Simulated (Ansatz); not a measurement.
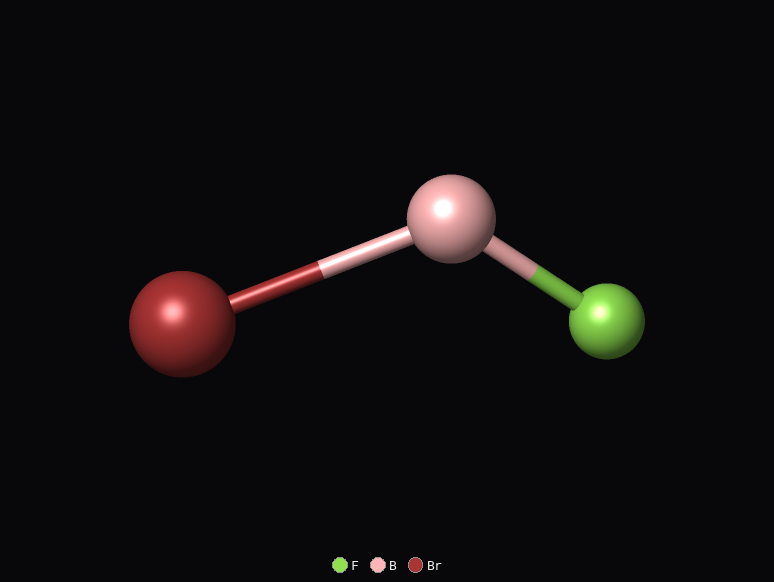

A ball-and-stick model of a molecule.

The species is neutral and a spin doublet. Computed geometry: PBE0-D4/def2-TZVP optimisation.

**Which formula does it have?**

BBrF, 3 atoms: 1 boron, 1 bromine and 1 fluorine.

**Write the SMILES.**

F[B]Br

The parts below concern this one geometry. Atoms keep their numbers from picture to picture.

### Shape

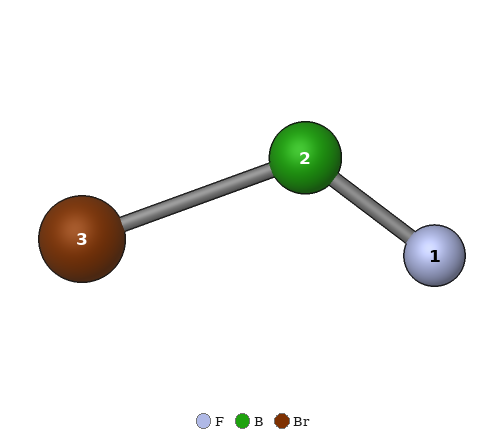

The atoms are numbered.

Estimate the angles F1–B2–Br3.

| angle | degrees |
| --- | --- |
| F1–B2–Br3 | 122.9 |

### Vibrations

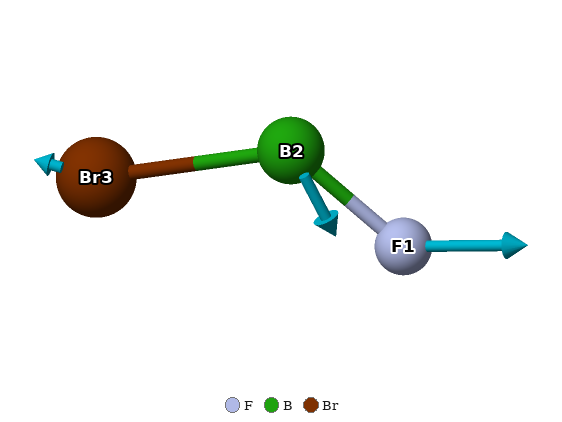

The arrows show one normal mode. Harmonic vibrations computed with UKS PBE0-D4/def2-TZVP (Ansatz 0.2.0) at a stationary point of the same level.

**At what wavenumber does it lie?**

318 cm⁻¹; it is mode 1 of 3 counted from the lowest.

### Charges

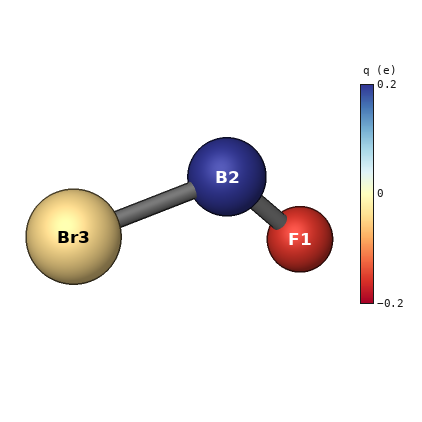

Atoms are coloured by their Mulliken charges. Level of theory: UKS ωB97M-V/def2-TZVPP (Ansatz 0.2.0).

Give the Mulliken charges atom by atom.

| atom | value (e) |
| --- | --- |
| F1 | −0.16 |
| B2 | 0.20 |
| Br3 | −0.04 |

### Electronic properties

Level of theory: UHF-MP2, frozen core/def2-QZVPP (Ansatz 0.2.0).

**Give the ⟨S²⟩ of the determinant at this level.**

0.756.

Mulliken values depend strongly on the basis set and can even reverse the polarity of a bond.
